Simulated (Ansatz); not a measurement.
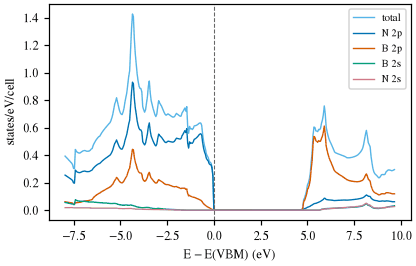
Total and projected density of states of BN in space group R3m (No. 160; B on 3a, N on 3a), r²SCAN+D4 in the plane-wave PAW code Ansatz

Q: Which orbitals carry the states next to the gap?

A: Top 1 eV of the valence band: N 2p 90 %, B 2p 9 %. Bottom 1 eV of the conduction band: B 2p 86 %, N 2p 9 %. Projections are on Löwdin-orthogonalised atomic valence shells; empty p or d shells of many metals are not among them.

Q: Where is the tallest occupied peak in this window, and what makes it?

A: Near -4.4 eV, about 1.4 states/eV per cell; the largest projected share is N 2p.

The workflow started from a Materials Project entry (that database holds measured and hypothetical structures alike); the Crystallography Open Database copy checked does not list it. It is not the phase usual at ambient conditions (space group No. 186, 194, 216). The r²SCAN+D4 relaxation kept the symmetry of its start; its stability against distortions is not shown here.

Potentials: the earlier of the program's two PAW sets. The files were generated under PBE; for other functionals the program regenerates the frozen cores, and for LDA and PBEsol the local potential too.
